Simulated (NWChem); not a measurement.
**C3H3FO (SMILES FC1=CCO1): levels of theory compared**

We compute a comparison of 3 runs (HF/STO-3G, HF/3-21G, B3LYP/6-31G*) of C3H3FO. 

The calculation is run with NWChem 7.3.0.

## 1. The molecule

C3H3FO: 8 atoms, total charge 0, spin state singlet. As SMILES, `FC1=CCO1`. The coordinates come from a GFN2-xTB relaxation.

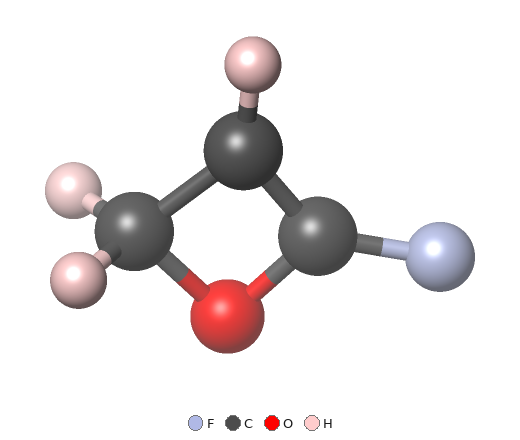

Viewed from a chosen angle; fluorine light blue, carbon dark grey, oxygen red, hydrogen pink.

## 2. Energy and gradient at HF/STO-3G (run 1)

run.nw

```
start run
memory total 2200 mb
charge 0

geometry noautosym nocenter noautoz
 F      0.186790     2.109930     1.066270
 C      0.072480     0.950080     0.452740
 C      0.326160    -0.332520     0.696100
 C     -0.214160    -0.584700    -0.690040
 O     -0.433550     0.845360    -0.808320
 H      0.721600    -0.931400     1.482800
 H      0.495560    -0.929750    -1.439100
 H     -1.154890    -1.127000    -0.760450
end

basis spherical bse
 F library STO-3G
 C library STO-3G
 O library STO-3G
 H library STO-3G
end

scf
 thresh 1e-08
 maxiter 80
 noprint "final vectors analysis"
end

task scf gradient
```

Started as:

```bash
$ nwchem run.nw > run.out
```

The log of the run:

```text
[...]
  functions       =    28
[...]
  wavefunction    = RHF
[...]
         Total SCF energy =   -285.762004225447
      One-electron energy =   -732.851259144379
      Two-electron energy =    276.742819410371
 Nuclear repulsion energy =    170.346435508561
        Time for solution =      1.4s
[...]
                         RHF ENERGY GRADIENTS
    atom               coordinates                        gradient
                 x          y          z           x          y          z
   1 F       0.352982   3.987190   2.014958   -0.000660  -0.016573  -0.006478
   2 C       0.136967   1.795391   0.855555   -0.022942   0.017207  -0.050519
   3 C       0.616353  -0.628372   1.315438    0.001066  -0.016086  -0.002272
   4 C      -0.404704  -1.104923  -1.303987    0.000962   0.018074   0.007626
   5 O      -0.819291   1.597499  -1.527503    0.022672  -0.016422   0.050208
   6 H       1.363626  -1.760091   2.802086   -0.002648   0.004089  -0.005271
   7 H       0.936473  -1.756973  -2.719505   -0.001709   0.004577   0.004410
   8 H      -2.182426  -2.129721  -1.437042    0.003258   0.005135   0.002297
[...]
```

Wall time 2.2 s (1 thread of Intel Xeon Platinum 8488C (Sapphire Rapids), shared host); peak memory 0.1 GiB.

## 3. Energy and forces at HF/3-21G (run 2)

input.nw

```
start input
memory total 2200 mb
charge 0
geometry units angstrom noautosym nocenter noautoz
 F      0.186790     2.109930     1.066270
 C      0.072480     0.950080     0.452740
 C      0.326160    -0.332520     0.696100
 C     -0.214160    -0.584700    -0.690040
 O     -0.433550     0.845360    -0.808320
 H      0.721600    -0.931400     1.482800
 H      0.495560    -0.929750    -1.439100
 H     -1.154890    -1.127000    -0.760450
end
basis spherical bse
 * library 3-21G
end
scf
 thresh 1e-08
 maxiter 80
 print medium
end
task scf gradient
```

Started as:

```bash
$ nwchem input.nw > input.out
```

The log of the run:

```text
[...]
  functions       =    51
[...]
  wavefunction    = RHF
[...]
         Total SCF energy =   -287.956296336498
      One-electron energy =   -732.769179878151
      Two-electron energy =    274.466448033092
 Nuclear repulsion energy =    170.346435508561
        Time for solution =      1.7s
[...]
                         RHF ENERGY GRADIENTS
    atom               coordinates                        gradient
                 x          y          z           x          y          z
   1 F       0.352982   3.987190   2.014958    0.001552   0.000986   0.003979
   2 C       0.136967   1.795391   0.855555   -0.013797   0.007473  -0.031068
   3 C       0.616353  -0.628372   1.315438   -0.003360  -0.011582  -0.011727
   4 C      -0.404704  -1.104923  -1.303987    0.002767   0.053810   0.022412
   5 O      -0.819291   1.597499  -1.527503    0.012818  -0.036743   0.020341
   6 H       1.363626  -1.760091   2.802086    0.002076  -0.005032   0.003562
   7 H       0.936473  -1.756973  -2.719505    0.004944  -0.003729  -0.006176
   8 H      -2.182426  -2.129721  -1.437042   -0.007001  -0.005183  -0.001324
[...]
```

Wall time 2.6 s (1 thread of Intel Xeon Platinum 8488C (Sapphire Rapids), shared host); peak memory 0.099 GiB.

## 4. Energy and forces at B3LYP/6-31G(d) (Cartesian functions) (run 3)

run.py

```python
from ase import Atoms
from ase.calculators.nwchem import NWChem

molecule = Atoms(['F', 'C', 'C', 'C', 'O', 'H', 'H', 'H'], positions=[
    [0.186790, 2.109930, 1.066270],
    [0.072480, 0.950080, 0.452740],
    [0.326160, -0.332520, 0.696100],
    [-0.214160, -0.584700, -0.690040],
    [-0.433550, 0.845360, -0.808320],
    [0.721600, -0.931400, 1.482800],
    [0.495560, -0.929750, -1.439100],
    [-1.154890, -1.127000, -0.760450],
])

calc = NWChem(
    label='c3h3fo',
    theory='dft',
    memory='2200 mb',
    basis='6-31G*',
    dft={'xc': 'b3lyp', 'mult': '1', 'grid': 'xfine', 'convergence': 'energy 1e-08', 'iterations': '100', 'mulliken': None},
)
molecule.calc = calc

forces = molecule.get_forces()
print("Total energy (eV):", round(molecule.get_potential_energy(), 6))
print("forces (eV/A):")
for s, f in zip(molecule.symbols, forces):
    print(f"{s:2s} {f[0]:10.5f} {f[1]:10.5f} {f[2]:10.5f}")
print("dipole (e A):", molecule.get_dipole_moment().round(4))
```

Started as:

```bash
$ export ASE_NWCHEM_COMMAND="nwchem PREFIX.nwi > PREFIX.nwo"
$ python run.py
```

The log of the run:

```text
Total energy (eV): -7921.287157
forces (eV/A):
F    -0.12429   -0.10382   -0.32915
C     0.10572   -0.22826    0.17885
C     0.17741   -0.40377    0.32170
C     0.25043   -0.52358    0.45524
O    -0.49627    1.47669   -0.77102
H     0.18435   -0.22183    0.38453
H     0.10058    0.01944   -0.18275
H    -0.19792   -0.01491   -0.05739
dipole (e A): [ 0.0546 -0.3829  0.0215]
```

The calculator wrote c3h3fo.nwi:

```
title "c3h3fo"

permanent_dir c3h3fo

scratch_dir c3h3fo

start c3h3fo

geometry units angstrom nocenter noautosym noautoz
  F  1.8679000000000001e-01 2.1099299999999999e+00 1.0662700000000001e+00
  C  7.2480000000000003e-02 9.5008000000000004e-01 4.5273999999999998e-01
  C  3.2616000000000001e-01 -3.3251999999999998e-01 6.9610000000000005e-01
  C  -2.1415999999999999e-01 -5.8470000000000000e-01 -6.9003999999999999e-01
  O  -4.3354999999999999e-01 8.4536000000000000e-01 -8.0832000000000004e-01
  H  7.2160000000000002e-01 -9.3140000000000001e-01 1.4827999999999999e+00
  H  4.9556000000000000e-01 -9.2974999999999997e-01 -1.4391000000000000e+00
  H  -1.1548900000000000e+00 -1.1270000000000000e+00 -7.6044999999999996e-01
end

memory 2200 mb

basis noprint
   * library 6-31G*
end

dft
  xc b3lyp
  mult 1
  grid xfine
  convergence energy 1e-08
  iterations 100
  mulliken
end

task dft gradient
```

c3h3fo.nwo:

```text
Northwest Computational Chemistry Package (NWChem) 7.3.0
             --------------------------------------------------------

           Job information
           ---------------

    nwchem branch   = 7.3.0
    use scalapack   = T
    input           = c3h3fo.nwi
    prefix          = c3h3fo.
    data base       = c3h3fo/c3h3fo.db
    status          = startup
    nproc           =        1

           Memory information
           ------------------

    heap     =     72089594 doubles =      550.0 Mbytes
    stack    =     72089599 doubles =      550.0 Mbytes
    global   =    144179200 doubles =     1100.0 Mbytes (distinct from heap & stack)
    total    =    288358393 doubles =     2200.0 Mbytes
    verify   = yes
    hardfail = no

[... 108 lines left out ...]
  convergence criterion.
[... 41 lines left out ...]
          Spatial weights used:  Erf1
[... 75 lines left out ...]
         Total DFT energy =     -291.101936155125
[... 3 lines left out ...]
 Nuclear repulsion energy =      170.346435508561
[... 634 lines left out ...]
          Convergence on gradient requested:  5.00D-04
[... 28 lines left out ...]
          total energy or number of iterations.
[... 26 lines left out ...]
                         DFT ENERGY GRADIENTS

    atom               coordinates                        gradient
                 x          y          z           x          y          z
   1 F       0.352982   3.987190   2.014958    0.002417   0.002019   0.006401
   2 C       0.136967   1.795391   0.855555   -0.002056   0.004439  -0.003478
   3 C       0.616353  -0.628372   1.315438   -0.003450   0.007852  -0.006256
[... 4 lines of this table left out ...]
   8 H      -2.182426  -2.129721  -1.437042    0.003849   0.000290   0.001116

                 ----------------------------------------
                 |  Time  |  1-e(secs)   |  2-e(secs)   |
                 ----------------------------------------
                 |  CPU   |       0.01   |       1.80   |
                 ----------------------------------------
                 |  WALL  |       0.01   |       1.80   |
                 ----------------------------------------

 Task  times  cpu:       34.8s     wall:       34.8s
 Total times  cpu:       34.8s     wall:       34.8s
```

Wall time 36 s (1 thread of Intel Xeon Platinum 8488C (Sapphire Rapids), shared host); peak memory 0.14 GiB.

## 5. Overview of the runs

```tsv
run	level	Cartesian functions	iteration cap	energy (Eh)	dipole moment (D)	largest force (eV/Å)	wall time
1	HF/STO-3G	no	80	-285.762004	1.36	2.987	2.2 s
2	HF/3-21G	no	80	-287.956296	2.73	3.001	2.6 s
3	B3LYP/6-31G* (Cartesian functions)	yes	100	-291.101936	1.86	1.738	36 s
```

## 6. Summary of results

```
                       quantity          value
            run 3: total energy  -291.10194 Eh
           run 3: dipole moment         1.86 D
             run 3: HOMO energy       -6.23 eV
             run 3: LUMO energy        1.12 eV
           run 3: HOMO–LUMO gap        7.35 eV
run 3: largest force on an atom     1.738 eV/Å
```

In words: The dipole moment (its size) runs from 1.36 D (HF/STO-3G) to 2.73 D (HF/3-21G). In run 1 the basis is minimal, so the values are rough. All runs together took 41 s, the longest 36 s.
